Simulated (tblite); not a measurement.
## Run report: C$_{3}$H$_{12}$N$_{2}$Si$_{2}$, nudged elastic band

System: C$_{3}$H$_{12}$N$_{2}$Si$_{2}$.
Method: GFN2-xTB climbing-image nudged elastic band, gas phase (tblite 0.8.0).

The run did not end well.

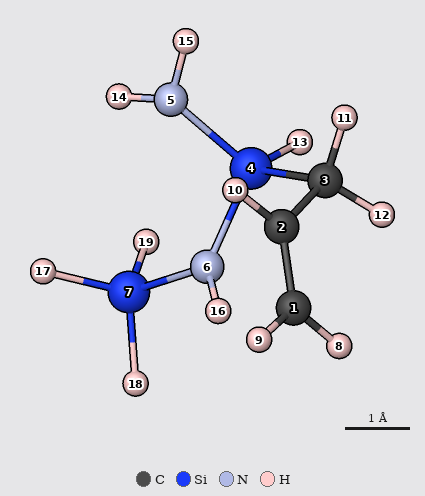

*The structure (ball-and-stick view, seen at a tilt; atoms are numbered from 1 in the order of the input).*

Bond lengths as drawn: C–C 1.32 to 1.48 Å, C–H 1.08 to 1.09 Å, C–Si 1.91 Å, H–N 1.01 Å, H–Si 1.46 to 1.47 Å and N–Si 1.72 to 1.73 Å.

**Input**
```
{"job": {"xc": "GFN2-xTB", "basis": "xTB", "kind": "neb"}, "charge": 0, "multiplicity": 1}
C     -2.537658     1.177502     0.141537
C     -2.098912    -0.044826     0.390990
C     -1.448172    -0.926496    -0.608213
Si     0.444161    -0.924494    -0.367130
N      0.769687    -1.717981     1.131168
N      0.970865     0.718783    -0.255853
Si     2.543497     1.321302     0.117100
H     -2.488593     1.603951    -0.848214
H     -2.975525     1.797902     0.905304
H     -2.159535    -0.445434     1.394317
H     -1.816363    -1.945838    -0.506335
H     -1.679854    -0.588480    -1.616680
H      1.103701    -1.518409    -1.541903
H      1.692227    -1.618838     1.522714
H      0.431947    -2.655238     1.278541
H      0.221430     1.386688    -0.168472
H      2.838290     1.287670     1.557568
H      2.584112     2.702587    -0.364644
H      3.494884     0.457064    -0.580785
```

The first line tells a small driver script what to run in tblite; the rest is the geometry in Å.

Machine: 1 CPU thread, shared host.

Launched with:
```bash
OMP_NUM_THREADS=1 python <driver script> task.json out
```

**What the program printed**
```
image   E - E0 / eV
  0       0.0000
  1       0.0398
  2       0.0950
  3       0.1364
  4       0.2573
  5       0.1410
  6       0.0500
```

**What the run reported**

- outcome: not converged
- forward barrier: 0.257 eV
- wall time: 6 s
- peak memory: 0.21 GiB

The run did not converge. At least one of its steps failed, so the values that rest on that step are not results.
